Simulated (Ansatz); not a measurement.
**Run report: Si16O, geometry relaxation (part 4 of 4)**

Continued. System: Si16O (defect cell, 17 atoms in the cell). Method: DFT PBE-D3(BJ), scalar-relativistic, plane waves, PAW, PAW set soft_1, spin-polarised (Ansatz 0.2.0); cutoff 420 eV, 2×2×2 k-mesh, Fermi–Dirac smearing of 0.05 eV, collinear spins. It belongs to a series of runs on one base structure; here: start relaxed.

Geometry of the input (Å; fractional positions):
```
0.0000  5.4300  5.4300
5.4300  0.0000  5.4300
5.4300  5.4300  0.0000
Si 0.0000  0.0000  0.0000
Si 0.1250  0.1250  0.1250
Si -0.0000  0.0000  0.5000
Si 0.1250  0.1250  0.6250
Si -0.0000  0.5000  0.0000
Si 0.1250  0.6250  0.1250
Si -0.0000  0.5000  0.5000
Si 0.1250  0.6250  0.6250
Si 0.5000  -0.0000  0.0000
Si 0.6250  0.1250  0.1250
Si 0.5000  0.0000  0.5000
Si 0.6250  0.1250  0.6250
Si 0.5000  0.5000  0.0000
Si 0.6250  0.6250  0.1250
Si 0.5000  0.5000  0.5000
Si 0.6250  0.6250  0.6250
O  0.7562  0.2504  0.7462
```

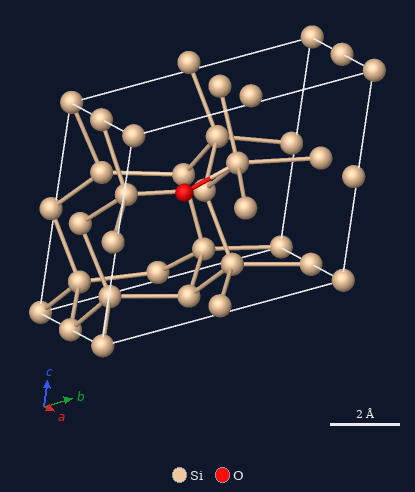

Fig. 1: The geometry at step 13 of the log (ball-and-stick view of the cell of the calculation, seen slightly off an axis).

**Trajectory as extended XYZ, continued**
```
17
Lattice="0.0000 5.4300 5.4300 5.4300 0.0000 5.4300 5.4300 5.4300 0.0000" Properties=species:S:1:pos:R:3:forces:R:3 step=13 energy=-10741.91570
Si    0.0297   -0.0308    0.0081   -0.0045   0.0080  -0.0103
Si    1.3411    1.3970    1.3196   -0.0029  -0.0031   0.0021
Si    2.6289    2.7582   -0.0673    0.0088  -0.0104  -0.0034
Si    4.2847    3.8092    1.2508    0.0205  -0.0128  -0.0080
Si    2.8656    0.1417    2.6010    0.0046   0.0061  -0.0003
Si    4.1249    1.3994    4.1436    0.0020   0.0025   0.0071
Si    5.5687    2.8159    2.9963   -0.0078  -0.0101  -0.0080
Si    6.9885    4.2528    4.0267    0.0023  -0.0002  -0.0045
Si   -0.0085    2.7143    2.7186    0.0066  -0.0011  -0.0049
Si    1.3832    4.1237    3.9868   -0.0085  -0.0042   0.0116
Si    2.6436    5.5063    2.5823   -0.0057   0.0042   0.0118
Si    4.0396    6.7904    4.0432   -0.0020  -0.0047   0.0036
Si    2.6962    2.7744    5.4004    0.0098  -0.0070  -0.0132
Si    4.1229    4.0615    6.7353   -0.0047  -0.0010   0.0052
Si    5.4393    5.3329    5.2928   -0.0140   0.0143  -0.0054
Si    6.5791    6.9515    6.6212   -0.0146   0.0124  -0.0009
O     4.9840    7.6601    6.1067    0.0103   0.0071   0.0173
```

**Results in brief**

```json
{"quantity": "outcome", "value": "converged"}
{"quantity": "electrons treated", "value": "70"}
{"quantity": "free energy", "value": "−10741.9157 eV"}
{"quantity": "Fermi energy", "value": "6.683 eV"}
{"quantity": "net moment of the cell", "value": "0.00 μB"}
{"quantity": "integrated absolute moment", "value": "0.00 μB"}
{"quantity": "final volume", "value": "320.21 Å³"}
{"quantity": "largest force (length of the vector) at the end", "value": "0.025 eV/Å"}
{"quantity": "hardware", "value": "1 thread of Intel Xeon @ 2.60GHz (Ice Lake), 24 GiB of memory available, shared host"}
{"quantity": "wall time", "value": "2.5 min"}
{"quantity": "peak memory", "value": "0.73 GiB"}
```

Notes on the run: some starting moments were not kept. The input asks for low accuracy. The k-point mesh is coarse for a cell of this size, so the results may not be converged.
